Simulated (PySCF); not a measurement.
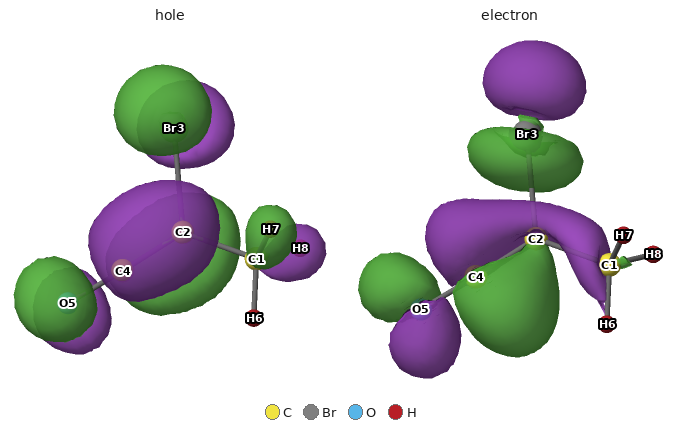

*C$_{3}$H$_{3}$BrO, SMILES `CC(Br)=C=O`. Leading natural transition orbital pair of S₁ (TDA singlet states); the surfaces enclose about 85 % of each orbital's density.*

Method: ωB97X/def2-SVPD; geometry: GFN2-xTB; program: PySCF. No frequency check shows the geometry to be a minimum. GFN2-xTB bond lengths at metals and heavier atoms can be off by up to 0.1 Å and shapes distorted, which carries into these values.

Cartesian coordinates (Å):

```
C1      -0.7447   -1.9767   -0.0005
C2      -0.6408   -0.4864   -0.0010
Br3      1.1313    0.2811    0.0000
C4      -1.5938    0.3926    0.0002
O5      -2.4264    1.2044    0.0002
H6      -1.7915   -2.2711    0.0020
H7      -0.2565   -2.3894    0.8852
H8      -0.2598   -2.3901   -0.8820
```

**Where does the state lie, and where do hole and electron sit?**

2.80 eV (443 nm), f = 0.000 (dark); the leading pair carries 99 %; hole on C2 (35 %), O5 (21 %) and C4 (19 %), electron on C4 (35 %), O5 (24 %) and Br3 (22 %); their centroids lie 0.3 Å apart. In canonical orbitals it is mainly HOMO → LUMO (94 %). The HOMO–LUMO gap is 9.00 eV.

Cost of the run: 4.8 min on 1 thread of Intel(R) Xeon(R) Processor @ 2.50GHz (Skylake/Cascade Lake), with other jobs on the host, peak memory 0.77 GiB.
